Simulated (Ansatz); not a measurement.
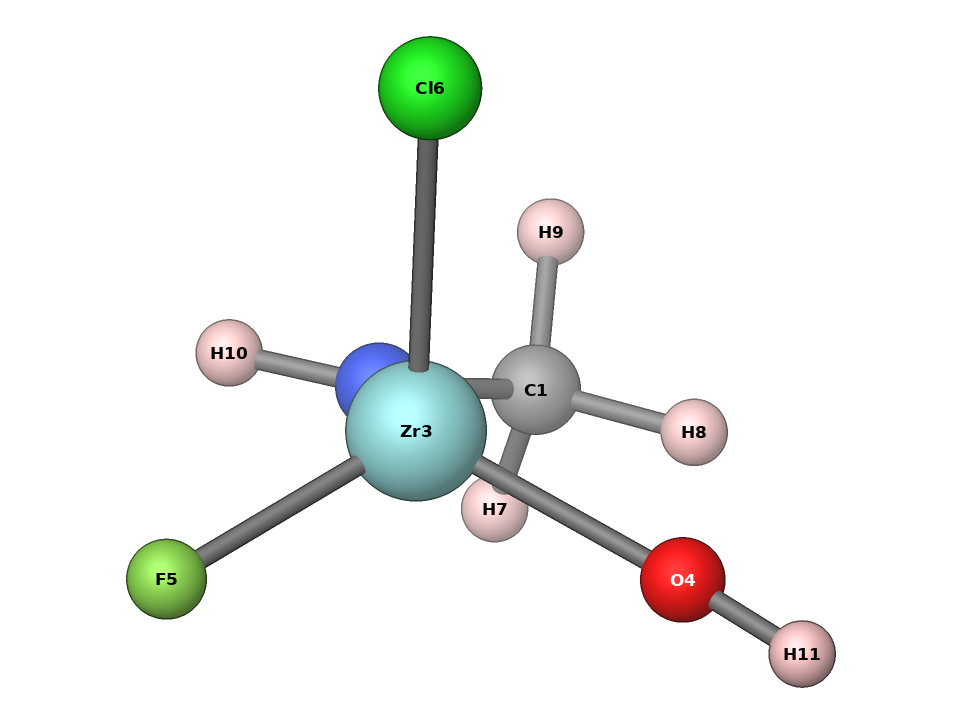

N2 lies behind Zr3. The molecule seen nearly along the Zr3–N2 bond, Zr3 in front. Atoms fade into the background with distance from the viewer. The species is neutral and a spin singlet. The geometry was computed by an optimisation with PBE0-D4/def2-TZVP.

### What is the torsion angle Cl6–Zr3–N2–C1? The sign is positive where the front bond must turn clockwise to cover the back bond.

99°, about perpendicular.
